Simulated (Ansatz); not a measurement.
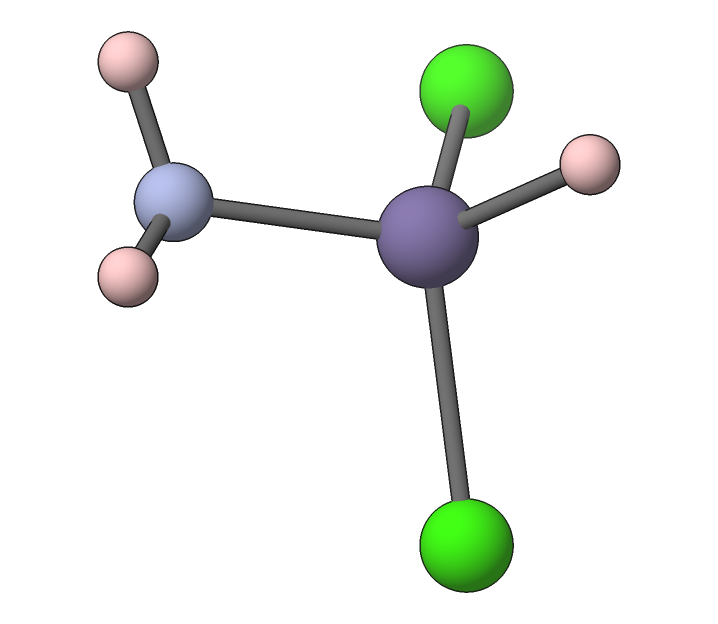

Ball-and-stick drawing of a structure. Colours: nitrogen light blue, germanium purple, chlorine green, hydrogen pink.

The geometry was computed by an optimisation with PBE0-D4/def2-TZVP.

Identify the structure.

It has 7 atoms: 2 chlorine, 1 germanium, 3 hydrogen and 1 nitrogen (Cl2GeH3N). Its SMILES string is `[NH2][GeH]([Cl])[Cl]`. This geometry has Cs symmetry. Coordination, clear cases only: 1 Ge tetrahedral.

The parts below concern this one geometry. Atoms keep their numbers from picture to picture.

### Geometry

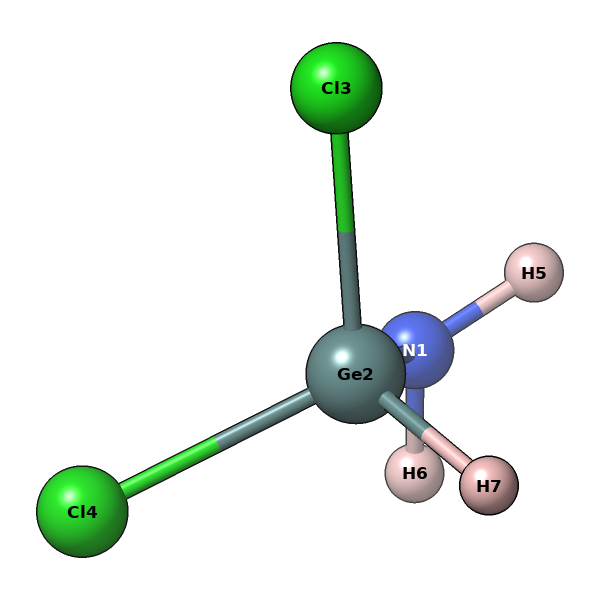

N1 lies behind Ge2. The molecule seen a little off the Ge2–N1 bond, Ge2 in front. Depth is shown by fading: the farther an atom, the more it takes the colour of the background.

> What is the torsion angle Cl3–Ge2–N1–H5? The sign is positive where the front bond must turn clockwise to cover the back bond.

55°, synclinal (gauche).

### Electronic properties

Method: RKS HSE06 (plane-wave form)-D4/def2-TZVPP (Ansatz 0.2.0).

Computed properties:

- HOMO energy (Kohn–Sham orbital): −7.78 eV
- LUMO energy (Kohn–Sham orbital): −0.75 eV
- HOMO–LUMO gap: 7.03 eV
- dispersion correction: −14.6 kJ/mol

### Dipole moment

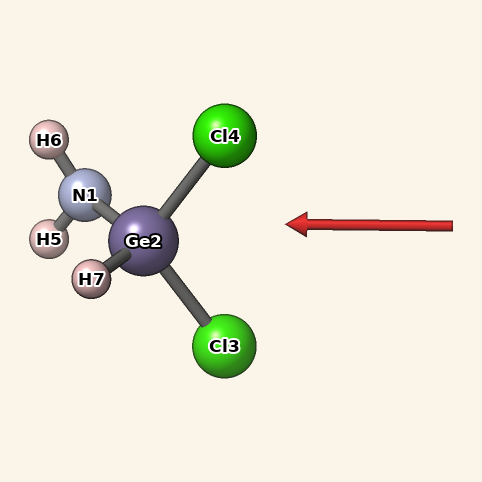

The arrow beside the molecule shows the direction of the dipole moment, from the negative to the positive end (its length means nothing). Level of theory: RKS ωB97M-V/def2-TZVPP (Ansatz 0.2.0).

> Estimate the dipole moment.

3.04 D; it points from the side of Cl3, Cl4 to the side of H5, H6 (the outermost atoms at the two ends).

### Charges

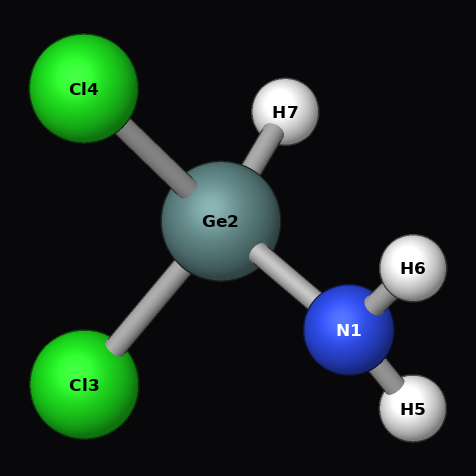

The questions are on Mulliken charges. Properties computed with RKS r2SCAN-D4/def2-TZVPP (Ansatz 0.2.0).

> Which atom carries the highest charge (most positive or least negative)?

Ge2 (0.70 e).

> And the lowest?

N1 (−0.41 e).

List the Mulliken charges.

| atom | value (e) |
| --- | --- |
| N1 | −0.41 |
| Ge2 | 0.70 |
| Cl3 | −0.30 |
| Cl4 | −0.30 |
| H5 | 0.15 |
| H6 | 0.15 |
| H7 | 0.00 |

Mulliken values depend strongly on the basis set and can even reverse the polarity of a bond.
